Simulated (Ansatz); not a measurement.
**Fields on a plane of Bi2Se3 (Bi2Te3 type, space group R-3m)**

```
CELL_PARAMETERS angstrom
      2.04070     1.17820     9.22188
     -2.04070     1.17820     9.22188
      0.00000    -2.35639     9.22188
ATOMIC_POSITIONS crystal
  Bi 0.40185 0.40185 0.40185
  Bi 0.59815 0.59815 0.59815
  Se 0.00000 0.00000 0.00000
  Se 0.20782 0.20782 0.20782
  Se 0.79218 0.79218 0.79218
```

The slice is a (0001) plane (indices of the conventional cell) through the point (0.792, 0.792, 0.792) (fractional), spanned by u = [1 0 -1] and v = [-1 2 -1] in vectors of this cell: u (4.08 Å) and v (7.07 Å, at 90° to u). It covers one period; positions are fractions (u, v).

Atoms on it: Se at (0.00, 0.00); Se at (0.50, 0.50).

The numbers are results of PBEsol-D3(BJ) (plane waves to 420 eV, PAW, scalar-relativistic; Ansatz, a first-principles code), not measurements. k mesh 9×9×9. These are valence fields of a PAW run, semicore shells included where kept as valence: close to a nucleus they are smooth pseudo fields. At this level the bands of Bi2Se3 touch or barely overlap; measurements give the solid a gap. Bi2Se3 was relaxed with its symmetry unable to fall. Spin-orbit coupling is left out, though Bi is heavy.

```
|xxxx999966220022669999xx|
|999999884411111144889999|
|999988552211111122558899|
|555533111111111111113355|
|110000001111221111000000|
|000000113355665533110000|
|000011558899999988551100|
|000044889999999999884400|
|0011669999xxxxxx99996611|
|0011779999xxxxxx99997711|
|0022669999xxxxxx99996622|
|111144889999999999884411|
|111122558899999988552211|
|111111113355555533111111|
|221111000000110000001111|
|665533110000000000113355|
|999988551100000011558899|
|999999884400000044889999|
|xxxx999966110011669999xx|
|xxxx999977110011779999xx|
```
Scale: ten equal steps from 0.02 (start of '0') to 0.80 (end of '9'), in the order '0123456789'. Values: electron localisation function (ELF). The map has 12 points along u (two characters each, u = 0 at the left) and 20 along v (v = 0 in the bottom row). Points within 0.5 Å of a nucleus are blanked (x), as the pseudised field means little there.

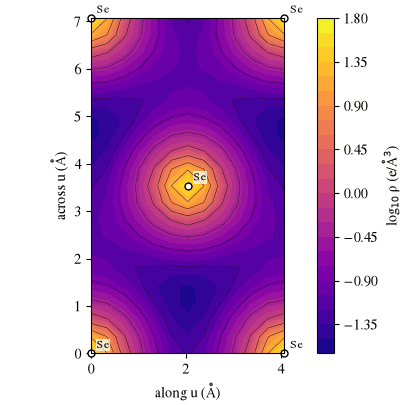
*Log₁₀ of the valence density in e/Å³, one period of the plane, atoms marked. The scale is logarithmic, as a density can span decades between atoms and voids.*
